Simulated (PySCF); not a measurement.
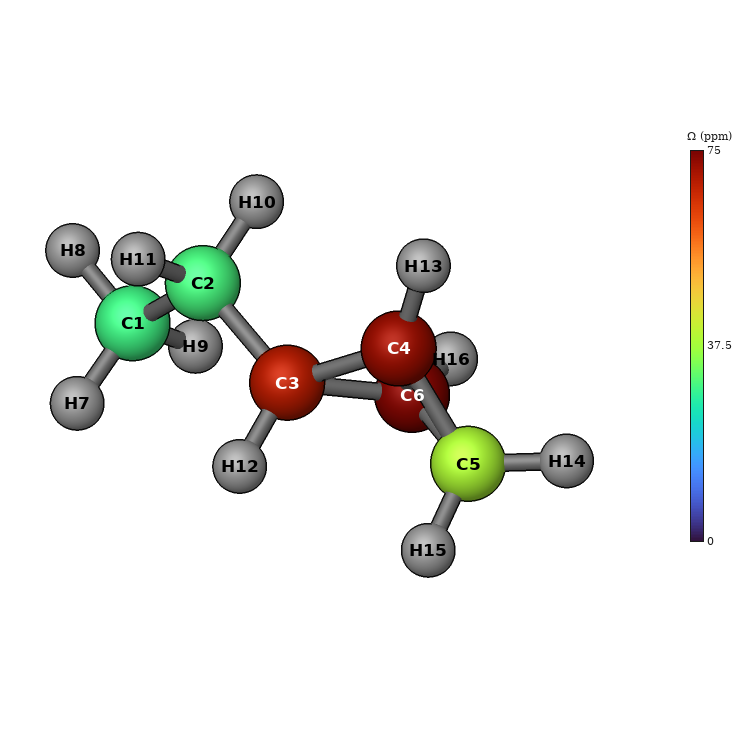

The C atoms are coloured by the span of their shielding tensor. The geometry was computed by an optimisation with GFN2-xTB. No frequency run is at hand to confirm it as a minimum. Properties computed with GIAO PBE0/pcSseg-1 NMR shielding, non-relativistic, gas phase (PySCF 2.14.0). Principal shieldings σ11 ≤ σ22 ≤ σ33, span Ω = σ33 − σ11, skew κ = 3(σiso − σ22)/Ω.

Give the shielding tensors of the C atoms.

```
atom    σ11    σ22    σ33   σiso     Ω      κ
  C1  157.8  165.2  187.5  170.2  29.7   0.51
  C2  145.3  155.3  175.6  158.7  30.3   0.34
  C3  114.1  123.7  183.0  140.2  69.0   0.72
  C4  140.0  193.8  211.9  181.9  71.9  −0.50
  C5  146.1  147.9  184.9  159.7  38.8   0.91
  C6  138.2  196.7  212.4  182.4  74.1  −0.58
```

Shieldings and span in ppm.
